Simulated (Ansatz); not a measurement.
H2···H3OSi (doublet)

Input

```
crystal:
  periodic: [false, false, false]
  atoms:
    - {symbol: H, position_ang: [-1.045417, -1.513126, -1.443679]}
    - {symbol: O, position_ang: [-0.146811, -0.970248, 0.830330]}
    - {symbol: Si, position_ang: [0.430375, 0.574668, 0.660060]}
    - {symbol: H, position_ang: [-1.078387, -1.125711, -2.082451]}
    - {symbol: H, position_ang: [-0.639099, 1.547950, 0.321988]}
    - {symbol: H, position_ang: [0.942805, 0.822865, 2.040517]}
    - {symbol: H, position_ang: [1.536633, 0.663601, -0.326665]}
basis:
  gaussian: {orbitals: def2-TZVPP}
magnetization: {spin_polarized: true, initial_magnetization: 1}
hamiltonian: {xc: pbe0, dispersion: d4}
output: {orbitals: {seedname: orbitals}}
```

Launched as:

```sh
ansatz run in.yaml --threads 2 --pin off --events-out ev --progress --plain --max-ram 4352MiB
```

The product side of a reaction path; geometry: PBE0-D4/def2-TZVP.

All numbers below come from Ansatz, UKS PBE0-D4/def2-TZVPP.

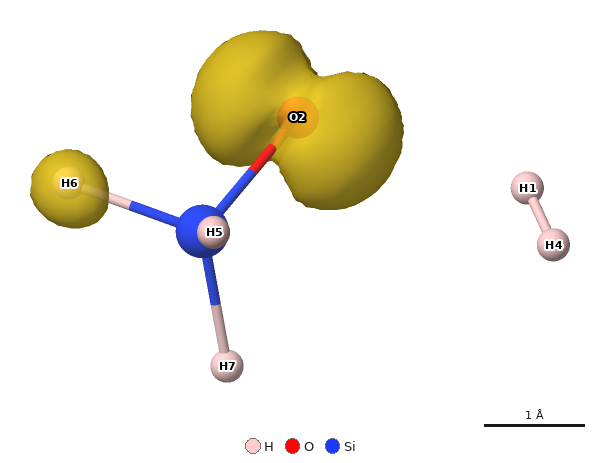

Figure 1. Isosurfaces of the spin density (α minus β) at +0.06 (yellow) and −0.06 e/Å³ (cyan), seen at a tilt.

**Where is the unpaired spin?**

The unpaired spin (1 electron) lies mostly on O2 (about 0.8), in electrons by Hirshfeld's partition. Only one sign reaches the isovalue.

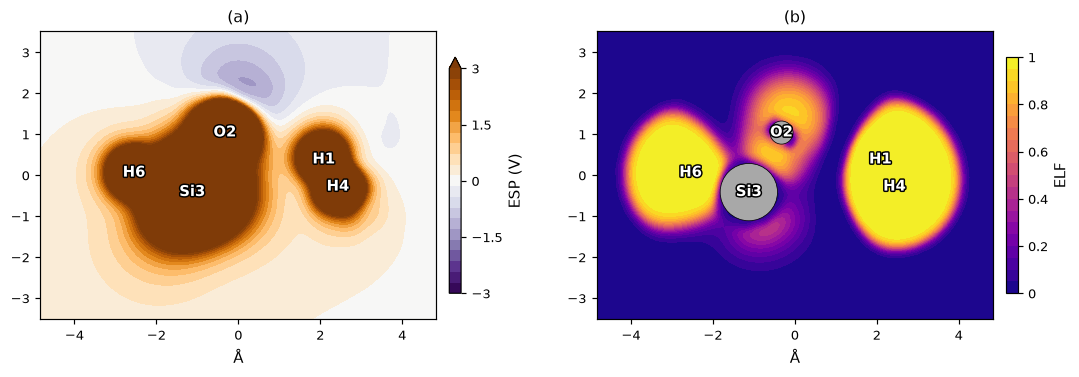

Figure 2. (a) molecular electrostatic potential; (b) ELF on the plane of atoms O2, Si3 and H6. Grey discs cover the atomic cores in the ELF map.

**What do the fields say about this system?**

The plane passes through H, O and Si nuclei. O2···H1 (2.50 Å): the ELF dips to about 0 between them: a weak contact between the two molecules. Si–O (1.66 Å): the ELF peaks at about 0.90 between the atoms, as expected for a polar covalent bond. H–H (0.75 Å): the ELF peaks at about 1 between the atoms. Si–H (1.49 Å): the ELF climbs to about 1 towards the hydrogen, as it does in any bond to H. The ELF also peaks beside O2, away from the bonds: non-bonding electrons, paired or unpaired. Outside the dense part of the complex the potential is most negative (−1.3 V) near O2.

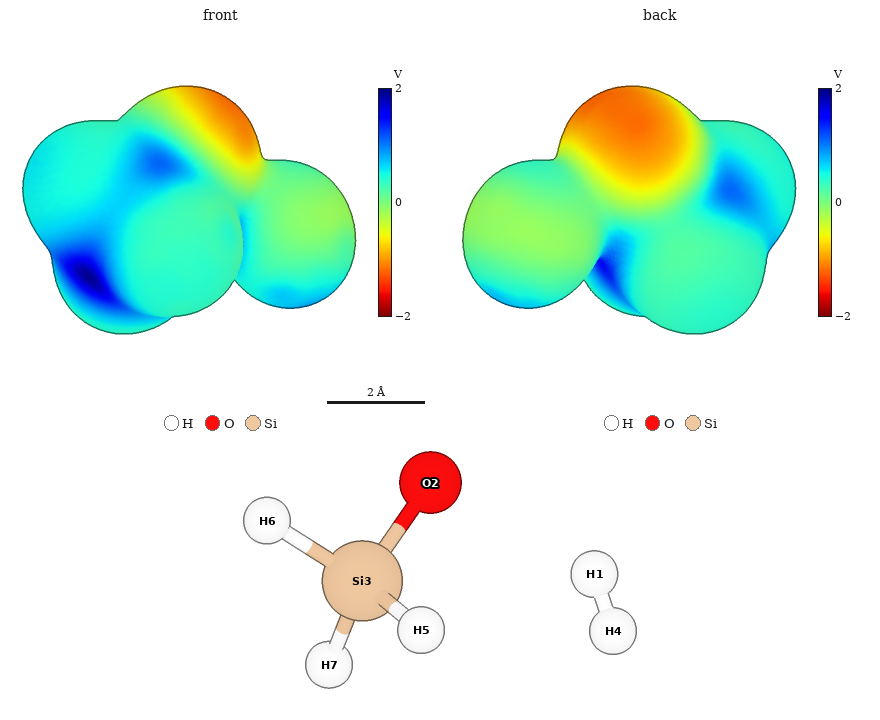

Figure 3. The electrostatic potential painted on the density surface at 0.002 e/bohr³, seen from the front and from behind; the colour scale runs from red (negative) to blue (positive). The bare structure is drawn below in the same view.

**Describe the electrostatic potential map.**

The most negative region (about −1.2 V) lies over O2, the most positive (about +1.8 V) over Si3. O2 is the likeliest acceptor of a hydrogen bond.
